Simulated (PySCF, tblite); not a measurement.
# C24H28P+: electronic excitations, NMR shifts, part 2 of 2

tblite 0.8.0 and PySCF 2.14.0. Atoms count from 0. The steps go on from the part before.

## Step 5: NMR shifts: GIAO OPBE/pcSseg-1

What the job is given:

```
{"job": {"kind": "nmr", "basis": "pcSseg-1", "pop": false, "xc": "OPBE"}, "charge": 1, "multiplicity": 1}
C      6.607011    -0.981550    -0.636705
C      5.490202    -0.678567     0.352515
C      4.139452    -0.539256    -0.345947
C      3.019707    -0.236918     0.646244
C      1.660793    -0.102362    -0.041470
C      0.578244     0.224784     0.987285
P     -1.107675     0.229871     0.288892
C     -1.457671    -1.356128    -0.494913
C     -0.998916    -2.518797     0.120570
C     -1.286842    -3.749208    -0.439078
C     -2.039319    -3.823812    -1.601433
C     -2.512024    -2.667769    -2.202775
C     -2.227075    -1.430163    -1.653217
C     -2.285144     0.481256     1.633063
C     -3.624053     0.172686     1.399167
C     -4.553070     0.355956     2.406116
C     -4.152238     0.841896     3.641942
C     -2.821191     1.151114     3.872082
C     -1.882741     0.973531     2.871192
C     -1.238034     1.570586    -0.907937
C     -0.646250     1.436778    -2.162997
C     -0.683404     2.498598    -3.047622
C     -1.307603     3.683996    -2.687449
C     -1.902066     3.811452    -1.441755
C     -1.867670     2.757895    -0.546076
H      6.408750    -1.912066    -1.163056
H      6.695478    -0.184272    -1.370596
H      7.556631    -1.076582    -0.117858
H      5.434124    -1.480721     1.091080
H      5.718000     0.247023     0.884776
H      4.197048     0.263511    -1.083915
H      3.911272    -1.465336    -0.877917
H      3.250189     0.690853     1.174741
H      2.973060    -1.039119     1.386341
H      1.711840     0.693810    -0.787935
H      1.420021    -1.036295    -0.557347
H      0.757997     1.219407     1.409091
H      0.593558    -0.502649     1.806448
H     -0.423973    -2.460683     1.033349
H     -0.924988    -4.649384     0.032751
H     -2.262235    -4.785922    -2.035596
H     -3.105515    -2.728885    -3.101650
H     -2.597745    -0.528106    -2.120063
H     -3.927765    -0.208021     0.433492
H     -5.590322     0.119528     2.228455
H     -4.879024     0.982912     4.426622
H     -2.508752     1.532018     4.831970
H     -0.848943     1.221617     3.057340
H     -0.169157     0.507819    -2.442763
H     -0.226474     2.400124    -4.020037
H     -1.333792     4.509394    -3.381826
H     -2.394511     4.730718    -1.165875
H     -2.328688     2.850563     0.427280
```

Method: GIAO OPBE/pcSseg-1 NMR shielding, non-relativistic, gas phase.

The program printed:

```text
start: PBE on a coarse grid of 42294 points
cycle   1  E = -1270.5444332600  dE =  3.503e+00  |g| = 1.047e+00  |ddm| = 7.393e+00
cycle   2  E = -1269.9147036926  dE =  6.297e-01  |g| = 1.863e+00  |ddm| = 3.699e+00
cycle   3  E = -1270.7606266896  dE = -8.459e-01  |g| = 5.309e-01  |ddm| = 3.142e+00
cycle   4  E = -1270.8406786023  dE = -8.005e-02  |g| = 1.445e-01  |ddm| = 8.441e-01
cycle   5  E = -1270.8461088629  dE = -5.430e-03  |g| = 4.908e-02  |ddm| = 1.958e-01
cycle   6  E = -1270.8466483198  dE = -5.395e-04  |g| = 1.974e-02  |ddm| = 7.511e-02
cycle   7  E = -1270.8467329166  dE = -8.460e-05  |g| = 8.020e-03  |ddm| = 2.672e-02
final grid: 380814 points
cycle   8  E = -1272.0020870558  dE = -3.335e-02  |g| = 5.721e-02  |ddm| = 9.227e-01
cycle   9  E = -1272.0012116581  dE =  8.754e-04  |g| = 7.478e-02  |ddm| = 1.880e-01
cycle  10  E = -1272.0023664544  dE = -1.155e-03  |g| = 3.623e-02  |ddm| = 1.345e-01
cycle  11  E = -1272.0027299024  dE = -3.634e-04  |g| = 1.059e-02  |ddm| = 4.982e-02
cycle  12  E = -1272.0027548839  dE = -2.498e-05  |g| = 4.031e-03  |ddm| = 1.380e-02
cycle  13  E = -1272.0027595724  dE = -4.688e-06  |g| = 1.492e-03  |ddm| = 6.821e-03
cycle  14  E = -1272.0027599701  dE = -3.977e-07  |g| = 3.427e-04  |ddm| = 2.307e-03
cycle  15  E = -1272.0027595938  dE =  3.763e-07  |g| = 1.986e-04  |ddm| = 5.704e-04
cycle  16  E = -1272.0027603365  dE = -7.427e-07  |g| = 7.774e-05  |ddm| = 2.940e-04
converged SCF energy = -1272.0027603365

GIAO shielding tensors (ppm)
atom      isotropic    diamagn.    paramagn.     s11        s22        s33       span
  0 C      170.598     240.167     -69.569    159.458    163.559    188.776     29.317
  1 C      158.786     244.943     -86.157    145.904    156.853    173.601     27.697
  2 C      150.765     251.544    -100.779    130.987    146.368    174.941     43.955
  3 C      150.474     254.775    -104.301    129.787    146.317    175.318     45.531
  4 C      162.193     257.944     -95.751    150.809    158.331    177.438     26.629
  5 C      159.308     266.933    -107.625    142.447    161.869    173.609     31.162
  6 P      325.846     980.131    -654.285    309.850    320.640    347.048     37.198
  7 C       72.881     275.167    -202.285    -14.071     64.684    168.030    182.101
  8 C       58.052     254.477    -196.425    -45.728     39.044    180.839    226.566
  9 C       57.235     253.747    -196.513    -45.390     36.472    180.622    226.011
 10 C       52.462     253.373    -200.911    -49.356     25.936    180.807    230.163
 11 C       57.802     252.965    -195.163    -43.522     36.801    180.128    223.650
 12 C       56.152     252.373    -196.222    -48.504     36.908    180.050    228.554
 13 C       70.627     275.316    -204.689    -14.116     59.831    166.165    180.280
 14 C       55.475     249.569    -194.094    -47.012     33.801    179.635    226.648
 15 C       57.514     251.545    -194.031    -44.673     36.746    180.468    225.141
 16 C       52.652     252.034    -199.382    -48.823     26.120    180.659    229.482
 17 C       58.083     251.680    -193.598    -43.543     37.720    180.071    223.615
 18 C       58.918     252.518    -193.600    -46.491     43.388    179.858    226.349
 19 C       72.827     275.066    -202.240    -13.417     65.464    166.433    179.850
 20 C       56.627     256.686    -200.060    -47.123     37.780    179.222    226.345
 21 C       58.962     254.018    -195.056    -42.369     38.664    180.592    222.961
 22 C       52.476     253.323    -200.848    -49.792     26.401    180.818    230.611
 23 C       57.180     253.026    -195.846    -45.195     36.524    180.212    225.407
 24 C       55.958     250.304    -194.346    -48.010     36.275    179.608    227.618
 25 H       30.714      25.124       5.590     26.300     29.440     36.401     10.101
 26 H       30.711      24.871       5.840     26.311     29.282     36.540     10.229
 27 H       30.238      19.939      10.299     25.355     27.172     38.186     12.831
 28 H       30.207      29.571       0.636     24.926     31.031     34.663      9.737
 29 H       30.213      29.277       0.936     24.879     30.947     34.814      9.935
 30 H       30.429      36.053      -5.623     24.973     32.693     33.621      8.648
 31 H       30.430      36.330      -5.900     25.141     32.825     33.324      8.183
 32 H       30.147      37.336      -7.190     24.503     31.803     34.133      9.630
 33 H       30.133      37.789      -7.656     24.714     31.847     33.838      9.124
 34 H       30.070      41.032     -10.962     22.415     32.671     35.125     12.709
 35 H       30.048      41.456     -11.408     23.565     31.268     35.310     11.745
 36 H       28.803      41.008     -12.206     23.271     29.708     33.429     10.158
 37 H       28.719      41.546     -12.827     23.926     28.877     33.354      9.428
 38 H       23.811      38.425     -14.614     19.476     21.401     30.556     11.080
 39 H       23.441      31.872      -8.431     19.849     23.204     27.268      7.419
 40 H       23.294      28.560      -5.265     19.980     24.361     25.541      5.561
 41 H       23.441      30.091      -6.650     19.798     23.223     27.303      7.505
 42 H       23.701      36.319     -12.618     18.518     21.606     30.978     12.460
 43 H       24.109      34.143     -10.034     18.392     22.050     31.887     13.495
 44 H       23.621      28.513      -4.893     19.785     23.321     27.757      7.972
 45 H       23.363      26.562      -3.199     20.026     24.490     25.571      5.545
 46 H       23.392      30.254      -6.862     19.745     23.344     27.087      7.342
 47 H       23.543      36.957     -13.414     18.294     21.403     30.931     12.638
 48 H       23.793      39.496     -15.703     19.647     21.474     30.257     10.610
 49 H       23.485      32.487      -9.002     19.945     23.121     27.390      7.446
 50 H       23.323      28.534      -5.211     19.934     24.404     25.630      5.695
 51 H       23.591      29.564      -5.973     19.708     23.389     27.675      7.968
 52 H       24.400      36.032     -11.632     18.749     22.172     32.279     13.530
```

It took 55 s on 2 threads of Arm Neoverse V1, shared host; peak memory 1.2 GiB.

Shifts follow as δ = σ(reference) − σ, with reference shieldings (ppm) from runs at the same level and on the same kind of geometry: 1H TMS 31.67, 13C TMS 187.5, 31P PH3 614.8. The references are single molecules in the gas phase, so shifts against H2O, NH3, PH3, H3PO4 or CFCl3 are not on the usual liquid scales and can be off by tens of ppm. Atoms listed in one row are averaged.

```csv
atoms,environment,σ (ppm),δ (ppm)
"C10, C16, C22",aromatic CH,52.5,135.0
"C8, C12, C14, C18, C20, C24",aromatic CH,56.9,130.6
"C9, C11, C15, C17, C21, C23",aromatic CH,57.8,129.7
"C7, C13, C19",substituted aromatic carbon,72.1,115.4
C3,sp3 CH2,150.5,37.0
C2,sp3 CH2,150.8,36.7
C1,sp3 CH2,158.8,28.7
C5,sp3 CH2 bonded to P,159.3,28.2
C4,sp3 CH2,162.2,25.3
C0,methyl carbon,170.6,16.9
"H40, H45, H50",hydrogen on an aromatic CH,23.33,8.35
"H39, H41, H44, H46, H49, H51",hydrogen on an aromatic CH,23.50,8.18
"H38, H42, H43, H47, H48, H52",hydrogen on an aromatic CH,23.89,7.78
"H36, H37",hydrogen on an sp3 CH2 bonded to P,28.76,2.91
"H34, H35",hydrogen on an sp3 CH2,30.06,1.61
"H32, H33",hydrogen on an sp3 CH2,30.14,1.53
"H28, H29",hydrogen on an sp3 CH2,30.21,1.46
"H30, H31",hydrogen on an sp3 CH2,30.43,1.24
"H25, H26, H27",hydrogen on a methyl carbon,30.55,1.12
P6,phosphorus bonded to 4 C,325.8,289.0
```

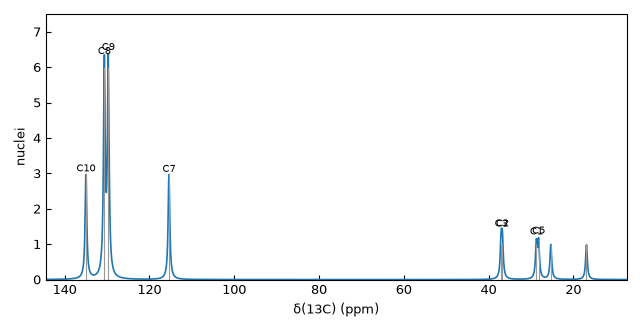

13C lines at the computed shifts, without couplings. Lines are broadened to a width of 0.47 ppm (Lorentzian).

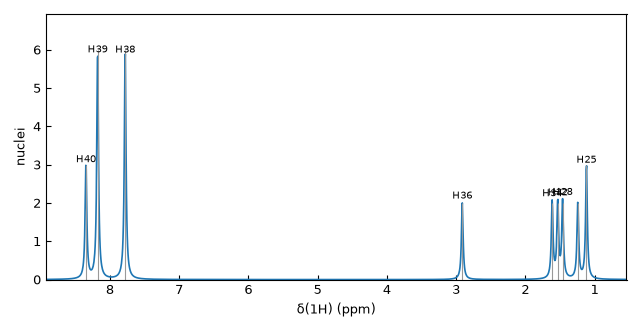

1H lines at the computed shifts, without couplings. Lines are broadened to a width of 0.03 ppm (Lorentzian).

Ring of atoms C7, C8, C9, C10, C11, C12: NICS(0) -7.6, NICS(1) -10.5, NICS(1)zz -27.4 ppm (means of both faces).

## Step 6: Results

What follows sums up all 2 parts.

| quantity | value |
| --- | --- |
| strongest single infrared mode (GFN2-xTB) | 2994 cm⁻¹, 92 km/mol |
| zero-point energy (GFN2-xTB) | 277.8 kcal/mol |
| lowest singlet (B3LYP/6-31G*) | 5.24 eV (237 nm), f = 0.006 |
| brightest single state of those computed | state 8, 5.59 eV, f = 0.053 |
| lowest triplet | 4.11 eV |
| 13C shifts against TMS (OPBE/pcSseg-1, means over atoms taken as alike) | 135.0, 130.6, 129.7, 115.4, 37.0, 36.7, 28.7, 28.2, 25.3, 16.9 ppm |
| 1H shifts against TMS (OPBE/pcSseg-1, means over atoms taken as alike) | 8.35, 8.18, 7.78, 2.91, 1.61, 1.53, 1.46, 1.24, 1.12 ppm |
| 31P shifts against PH3 (OPBE/pcSseg-1) | 289.0 ppm |

The lowest mode is slightly imaginary (4i cm⁻¹), a soft motion within the noise of the Hessian, so the minimum is not strictly shown. The strongest single mode, at 2994 cm⁻¹, is spread over several atoms, H29, H28, H30, H31 among them. Unscaled tight-binding wavenumbers are off by several per cent, some by more. Its intensities can rank the bands wrongly. The first singlet state (HOMO−1→LUMO 0.45, HOMO→LUMO+1 0.23) lies at 5.24 eV and is weak; of the 8 states computed, the strongest absorption comes from state 8 at 5.59 eV (the last computed, so partners may be missing). The lowest triplet lies 1.12 eV below the lowest singlet (triplets in Tamm-Dancoff, singlets in full TDDFT). At B3LYP/6-31G*, counted by nearest atom on the grid, the HOMO lies on C14, C17 about 17 % each; 5 C atoms about 6 % each, the LUMO on C7, C10 about 11 % each; P6 9 %. NICS(1)zz of -27 ppm above the planar ring from C7 marks a diatropic (aromatic) ring current.
